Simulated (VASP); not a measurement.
# Ca2TeS: structure and properties in VASP, part 3 of 4

Aim: relax Ca2TeS, then compute properties on the relaxed cell. The cell is invented: it takes the structure of COD entry 9000108, CdS (space group 216 there), with some of its atoms replaced by other elements, volume scaled by an estimate. It may not be a known or stable phase.

VASP 6.6.1, plane waves and PAW; the level of theory is named at each step.

So far, gap on the k-mesh (eV): step 2 (rough relaxation of the start cell) 2.37; step 3 (full relaxation (PBE)) 2.37. The relaxed cell has a = 4.688, c = 23.621 Å (conventional setting).

## Step 5: Bands along the symmetry lines (PBE)

Level of this step: PBE; plane waves and PAW (Te, Ca_sv, S); invented cell (VASP).

Levels along the symmetry lines show where the bands peak and cross; KPOINTS_OPT computes them in the converged potential.

INCAR reads:

```
SYSTEM = Ca2TeS
PREC = Accurate
ENCUT = 400
EDIFF = 1E-06
NELM = 100
ISMEAR = 0
SIGMA = 0.05
LREAL = .FALSE.
ALGO = Normal
GGA = PE
NBANDS = 30
LORBIT = 11
LWAVE = .FALSE.
LCHARG = .FALSE.
KPAR = 2
```

POSCAR reads:

```
Ca2TeS
1.0
    2.3441484068      1.3533946540      7.8738150273
   -2.3441484068      1.3533946540      7.8738150273
    0.0000000000     -2.7067893079      7.8738150273
Te Ca S
1 2 1
Direct
    0.6217341323      0.6217341323      0.6217341323
    0.4919858784      0.4919858784      0.4919858784
    0.0104183776      0.0104183776      0.0104183776
    0.1258616117      0.1258616117      0.1258616117
```

KPOINTS reads:

```
Automatic mesh
0
Gamma
5 5 5
0 0 0
```

KPOINTS_OPT reads:

```
Line mode
16
Line-mode
Reciprocal
  0.00000000   0.00000000   0.00000000 GAMMA
  0.50000000   0.00000000   0.00000000 L

  0.50000000   0.00000000   0.00000000 L
  0.50000000   0.18636308  -0.18636308 B1

  0.81363692   0.50000000   0.18636308 B
  0.50000000   0.50000000   0.50000000 Z

  0.50000000   0.50000000   0.50000000 Z
  0.00000000   0.00000000   0.00000000 GAMMA

  0.00000000   0.00000000   0.00000000 GAMMA
  0.34318154   0.00000000  -0.34318154 X

  0.65681846   0.34318154   0.00000000 Q
  0.50000000   0.50000000   0.00000000 F

  0.50000000   0.50000000   0.00000000 F
  0.65681846   0.65681846   0.18636308 P1

  0.65681846   0.65681846   0.18636308 P1
  0.50000000   0.50000000   0.50000000 Z

  0.50000000   0.00000000   0.00000000 L
  0.81363692   0.34318154   0.34318154 P
```

Potentials, in the order of the species: Te, Ca_sv and S (PBE family, release 64).

Command:

```sh
$ mpirun -np 2 vasp_std
```

The log of the run:

```text
[... set-up lines as in an earlier step ...]
 entering main loop
       N       E                     dE             d eps       ncg     rms          rms(c)
DAV:   1     0.216073575774E+03    0.21607E+03   -0.11930E+04  1180   0.764E+02
DAV:   2    -0.190667809233E+01   -0.21798E+03   -0.20754E+03  1304   0.235E+02
DAV:   3    -0.175252546514E+02   -0.15619E+02   -0.15461E+02  1842   0.520E+01
DAV:   4    -0.184735510953E+02   -0.94830E+00   -0.94080E+00  1740   0.108E+01
DAV:   5    -0.184963863050E+02   -0.22835E-01   -0.22834E-01  1626   0.160E+00    0.658E+00
DAV:   6    -0.176110379030E+02    0.88535E+00   -0.13184E+00  1368   0.353E+00    0.423E+00
DAV:   7    -0.175349132186E+02    0.76125E-01   -0.40900E-01  1456   0.239E+00    0.230E+00
DAV:   8    -0.175591612417E+02   -0.24248E-01   -0.81083E-02  1440   0.139E+00    0.478E-01
DAV:   9    -0.175580507318E+02    0.11105E-02   -0.68192E-03  1464   0.420E-01    0.224E-01
DAV:  10    -0.175603356305E+02   -0.22849E-02   -0.25574E-03  1356   0.175E-01    0.919E-02
DAV:  11    -0.175614611269E+02   -0.11255E-02   -0.97096E-04  1358   0.116E-01    0.529E-02
DAV:  12    -0.175615806691E+02   -0.11954E-03   -0.19552E-04  1442   0.495E-02    0.182E-02
DAV:  13    -0.175616049599E+02   -0.24291E-04   -0.43473E-05  1550   0.257E-02    0.108E-02
DAV:  14    -0.175616050601E+02   -0.10020E-06   -0.50490E-06  1384   0.844E-03
   1 F= -.17561605E+02 E0= -.17561605E+02  d E =-.715311E-17
 Start KPOINTS_OPT (optional k-point list driver)
k-point batch [1-19\144]
       N       E                     dE             ncg
DAV:   1    -0.379556139849E+04   -0.11777E+05     1164
DAV:   2    -0.789260432956E+04   -0.40970E+04     1354
DAV:   3    -0.816419708387E+04   -0.27159E+03     1810
DAV:   4    -0.818168336381E+04   -0.17486E+02     1784
DAV:   5    -0.818206206932E+04   -0.37871E+00     1650
DAV:   6    -0.818206587297E+04   -0.38037E-02     1648
DAV:   7    -0.818206599378E+04   -0.12081E-03     1706
DAV:   8    -0.818206599550E+04   -0.17222E-05     1384
DAV:   9    -0.818206599562E+04   -0.11895E-06     1078
[...]
k-point batch [134-144\144]
       N       E                     dE             ncg
DAV:   1     0.197333386322E+04   -0.10766E+05      676
DAV:   2    -0.344268899796E+03   -0.23176E+04      776
DAV:   3    -0.505251471314E+03   -0.16098E+03     1034
DAV:   4    -0.516201939877E+03   -0.10950E+02     1050
DAV:   5    -0.516439978169E+03   -0.23804E+00      924
DAV:   6    -0.516441668178E+03   -0.16900E-02      976
DAV:   7    -0.516441719224E+03   -0.51047E-04      964
DAV:   8    -0.516441720697E+03   -0.14725E-05      856
DAV:   9    -0.516441720756E+03   -0.59712E-07      538
```

Elapsed: 4.8 min, on 2 MPI ranks of Intel Xeon Platinum 8488C (Sapphire Rapids), shared host; peak memory 0.8 GiB.

From OUTCAR (step 5):

```text
   k-points           NKPTS =     19   k-points in BZ     NKDIM =     19   number of bands    NBANDS=     30

   NELECT =      32.0000    total number of electrons

 E-fermi :   1.3474

 k-point     1 :       0.0000    0.0000    0.0000
  band No.  band energies     occupation
    ...
     12      -0.2442      2.00000
     13      -0.2442      2.00000
     14       0.2172      2.00000
     15       1.0530      2.00000
     16       1.0530      2.00000
     17       3.4296      0.00000
     18       5.2717      0.00000
     19       5.4994      0.00000
     20       5.4994      0.00000
     21       5.5811      0.00000
    ...

  Total       -0.0325348     -0.0325348      0.0117499     -0.0000000      0.0000000      0.0000000
  in kB       -0.3477867     -0.3477867      0.1256024     -0.0000000      0.0000000      0.0000000
  external PRESSURE =      -0.1899903 kB  Pullay stress =       0.0000000 kB

 POSITION                                       TOTAL-FORCE (eV/Angst)
 -----------------------------------------------------------------------------------
      0.00000      0.00000     14.68626         0.000000     -0.000000     -0.005312
      0.00000      0.00000     11.62142         0.000000      0.000000      0.000197
      0.00000      0.00000      0.24610         0.000000     -0.000000     -0.003725
      0.00000      0.00000      2.97303         0.000000      0.000000      0.008839
 -----------------------------------------------------------------------------------
    total drift:                               -0.000000      0.000000     -0.000789

  FREE ENERGIE OF THE ION-ELECTRON SYSTEM (eV)
  ---------------------------------------------------
  free  energy   TOTEN  =       -17.5616050601 eV

  energy  without entropy=      -17.5616050601  energy(sigma->0) =      -17.56160506

[... 8 parts as in an earlier step ...]

[... 8 further parts left out ...]
```

Spin-orbit coupling is off here; with elements this heavy it splits and shifts levels by tenths of an eV or more.

This step gave:

| Property | Result |
| --- | --- |
| SCF cycles | 14 |
| bands | 30 |
| Fermi energy | 1.347 eV |
| pressure | -0.01900 GPa |
| least gap on mesh and path | 2.368 eV |
| least direct gap on mesh and path | 2.377 eV |
| valence top at k | 0.5, 0.5, 0.5 |

Electronic bands along the path, in eV, zero at the valence-band top; v1 is the highest filled band, c1 the lowest empty one:

| point | v4 | v3 | v2 | v1 | c1 | c2 | c3 | c4 |
| --- | --- | --- | --- | --- | --- | --- | --- | --- |
| Γ | -1.31 | -0.84 | -0.01 | -0.01 | 2.37 | 4.21 | 4.44 | 4.44 |
| L | -1.34 | -1.23 | -0.81 | -0.17 | 3.03 | 3.30 | 3.96 | 4.43 |
| B1 | -1.57 | -0.92 | -0.78 | -0.62 | 3.02 | 3.32 | 3.87 | 4.33 |
| jump to B | -1.57 | -0.92 | -0.78 | -0.62 | 3.02 | 3.32 | 3.87 | 4.33 |
| Z | -1.30 | -1.30 | 0.00 | 0.00 | 3.55 | 4.11 | 4.16 | 4.16 |
| Γ | -1.31 | -0.84 | -0.01 | -0.01 | 2.37 | 4.21 | 4.44 | 4.44 |
| X | -1.56 | -0.96 | -0.77 | -0.62 | 3.01 | 3.32 | 3.86 | 4.32 |
| jump to Q | -1.56 | -0.96 | -0.77 | -0.62 | 3.01 | 3.32 | 3.86 | 4.32 |
| F | -1.23 | -0.90 | -0.63 | -0.17 | 2.62 | 3.81 | 4.19 | 4.48 |
| P1 | -1.23 | -0.96 | -0.68 | -0.17 | 2.69 | 3.79 | 4.09 | 4.43 |
| Z | -1.30 | -1.30 | 0.00 | 0.00 | 3.55 | 4.11 | 4.16 | 4.16 |
| jump to L | -1.34 | -1.23 | -0.81 | -0.17 | 3.03 | 3.30 | 3.96 | 4.43 |
| P | -1.23 | -0.96 | -0.68 | -0.17 | 2.69 | 3.79 | 4.09 | 4.43 |

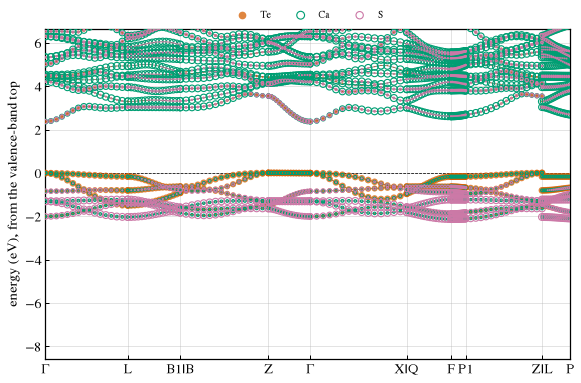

Electronic bands along the path; dots are coloured as in the legend, and their area grows with the weight.

The path finds the gap of the mesh within 0.02 eV, so the mesh comes close to both band edges.

## Step 6: Total and projected DOS (PBE)

Here the states are counted by energy and projected on the atoms. The mesh is finer than in the run before.

INCAR, as its differences from that of step 5:

```diff
@@ -5,3 +5,3 @@
 NELM = 100
-ISMEAR = 0
+ISMEAR = -5
 SIGMA = 0.05
@@ -15 +15,2 @@
 KPAR = 2
+NEDOS = 2001
```

POSCAR is that of step 5.

KPOINTS reads:

```
Automatic mesh
0
Gamma
7 7 7
0 0 0
```

Command:

```sh
$ mpirun -np 2 vasp_std
```

The log of the run:

```text
[... set-up lines as in an earlier step ...]
 entering main loop
       N       E                     dE             d eps       ncg     rms          rms(c)
DAV:   1     0.218799903689E+03    0.21880E+03   -0.11764E+04  2656   0.760E+02
DAV:   2    -0.216802841020E+01   -0.22097E+03   -0.20976E+03  3020   0.237E+02
DAV:   3    -0.175547781231E+02   -0.15387E+02   -0.15242E+02  4256   0.522E+01
DAV:   4    -0.184738571048E+02   -0.91908E+00   -0.91216E+00  4024   0.107E+01
DAV:   5    -0.184966855676E+02   -0.22828E-01   -0.22827E-01  3772   0.149E+00    0.658E+00
DAV:   6    -0.176114581695E+02    0.88523E+00   -0.13110E+00  3190   0.353E+00    0.423E+00
DAV:   7    -0.175355400501E+02    0.75918E-01   -0.41287E-01  3412   0.240E+00    0.230E+00
DAV:   8    -0.175596832530E+02   -0.24143E-01   -0.81171E-02  3274   0.139E+00    0.474E-01
DAV:   9    -0.175584960659E+02    0.11872E-02   -0.70186E-03  3410   0.425E-01    0.219E-01
DAV:  10    -0.175608276744E+02   -0.23316E-02   -0.26644E-03  3124   0.179E-01    0.905E-02
DAV:  11    -0.175619029140E+02   -0.10752E-02   -0.93670E-04  3170   0.114E-01    0.523E-02
DAV:  12    -0.175620238411E+02   -0.12093E-03   -0.20152E-04  3324   0.506E-02    0.172E-02
DAV:  13    -0.175620463153E+02   -0.22474E-04   -0.39421E-05  3730   0.245E-02    0.985E-03
DAV:  14    -0.175620465818E+02   -0.26657E-06   -0.45388E-06  3196   0.800E-03
   1 F= -.17562047E+02 E0= -.17562047E+02  d E =0.000000E+00
```

Wall time 1.9 min (2 MPI ranks); peak memory 0.91 GiB.

OUTCAR, selected parts (step 6):

```text
   k-points           NKPTS =     44   k-points in BZ     NKDIM =     44   number of bands    NBANDS=     30

   NELECT =      32.0000    total number of electrons

 E-fermi :   1.0671

 k-point     1 :       0.0000    0.0000    0.0000
  band No.  band energies     occupation
    ...
     12      -0.2441      2.00000
     13      -0.2441      2.00000
     14       0.2169      2.00000
     15       1.0525      2.00000
     16       1.0525      2.00000
     17       3.4294      0.00000
     18       5.2714      0.00000
     19       5.4994      0.00000
     20       5.4994      0.00000
     21       5.5808      0.00000
    ...

  Total       -0.0345300     -0.0345300      0.0133347      0.0000000      0.0000000      0.0000000
  in kB       -0.3691144     -0.3691144      0.1425432      0.0000000      0.0000000      0.0000000
  external PRESSURE =      -0.1985619 kB  Pullay stress =       0.0000000 kB

 POSITION                                       TOTAL-FORCE (eV/Angst)
 -----------------------------------------------------------------------------------
      0.00000      0.00000     14.68626         0.000000     -0.000000     -0.006028
      0.00000      0.00000     11.62142         0.000000      0.000000      0.000076
      0.00000      0.00000      0.24610         0.000000     -0.000000     -0.002764
      0.00000      0.00000      2.97303         0.000000      0.000000      0.008717
 -----------------------------------------------------------------------------------
    total drift:                               -0.000000      0.000000     -0.000748

  FREE ENERGIE OF THE ION-ELECTRON SYSTEM (eV)
  ---------------------------------------------------
  free  energy   TOTEN  =       -17.5620465818 eV

  energy  without entropy=      -17.5620465818  energy(sigma->0) =      -17.56204658

[... 6 parts as in an earlier step ...]

[... 10 further parts left out ...]
```

Numbers from this step:

* irreducible k-points: 44
* Fermi energy: 1.067 eV
* pressure: -0.01986 GPa
* valence top at k: 0.4286, 0.4286, 0.4286
* least direct gap on the k-mesh: 2.377 eV

The density of states has structure finer than the step of the table below, so its rows give means over 1 eV, whole bins alone (the curve runs from -12.0 to 5.20 eV). Peaks (eV: height): total -10.7: 15.3, -1.3: 14.2, -0.7: 14.9, 4.6: 14.9; Ca d 3.9: 2.88, 4.3: 4.94, 4.6: 7.53, 4.9: 5.44; S p -1.9: 2.91, -1.7: 2.83, -1.3: 5.85, -0.7: 1.07; Te p -1.7: 0.863, -0.9: 1.76, -0.7: 4.75, -0.2: 2.18; Ca p -10.7: 0.199, -8.9: 0.115, -1.3: 0.195, -0.7: 0.236.

States under -12.0 eV and over 5.2 eV are left out. Table of density of states by energy, zero at the valence-band top; means over each step; 7 of 8 lines; values in states/eV/cell:

| energy (eV) | total | Ca d | S p | Te p | Ca p | Ca s | S s |
| --- | --- | --- | --- | --- | --- | --- | --- |
| -11 | 2.01 | 0.00957 | 1.0e-4 | 2.4e-5 | 0.0231 | 0.00478 | 1.31 |
| -10 | 0 | 0 | 0 | 0 | 0 | 0 | 0 |
| -9 | 2.00 | 0.00931 | 7.2e-5 | 2.6e-4 | 0.0172 | 0.00529 | 0.00170 |
| -8 | 0 | 0 | 0 | 0 | 0 | 0 | 0 |
| -7 | 0 | 0 | 0 | 0 | 0 | 0 | 0 |
| -6 | 0 | 0 | 0 | 0 | 0 | 0 | 0 |
| -5 | 0 | 0 | 0 | 0 | 0 | 0 | 0 |
| -4 | 0 | 0 | 0 | 0 | 0 | 0 | 0 |
| -3 | 0 | 0 | 0 | 0 | 0 | 0 | 0 |
| -2 | 3.92 | 0.0851 | 1.15 | 0.243 | 0.0350 | 0.0909 | 0.00419 |
| -1 | 6.04 | 0.250 | 1.26 | 1.14 | 0.0887 | 0.0323 | 0.00195 |
| 0 | 2.06 | 0.114 | 0.0218 | 0.811 | 0.0266 | 0.00389 | 8.7e-5 |
| 1 | 0 | 0 | 0 | 0 | 0 | 0 | 0 |
| 2 | 0.00179 | 7.7e-5 | 3.3e-5 | 2.6e-5 | 5.8e-6 | 1.0e-4 | 9.7e-5 |
| 3 | 2.28 | 0.554 | 0.0352 | 0.0450 | 0.0276 | 0.0196 | 0.0149 |
| 4 | 6.12 | 2.53 | 0.114 | 0.0669 | 0.0380 | 0.0412 | 0.0214 |

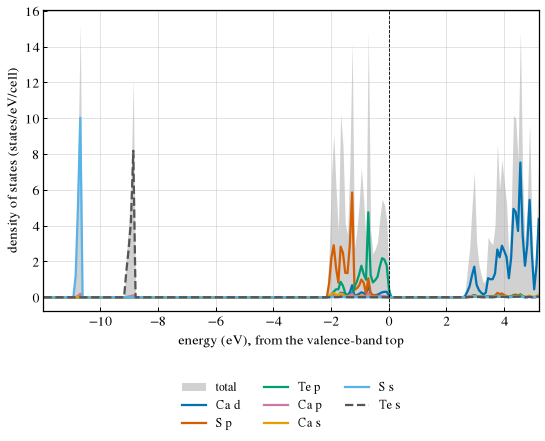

Density of states against energy.

The gap on this mesh is 2.37 eV. In the top eV of the valence band the largest shares in the PAW spheres are Te p 34 % and S p 6 %. The rest lies in smaller channels or between the spheres.

(Part 3 of 4 ends here.)

[Lines on the potential files, build, host, timing and source positions are cut from VASP's logs without a mark.]

[Logs are printed without paths, hosts, clocks, repeated set-up lines and the standing remarks that a program may print on its own settings, such as how far it seeks lower states.]

[Hosts, paths, dates, database ids (printed as entryN), source tags and the programs' standing remarks are cut or masked in the printed files.]

[A measured line is paired with the nearest computed mode of its activity, which favours agreement.]
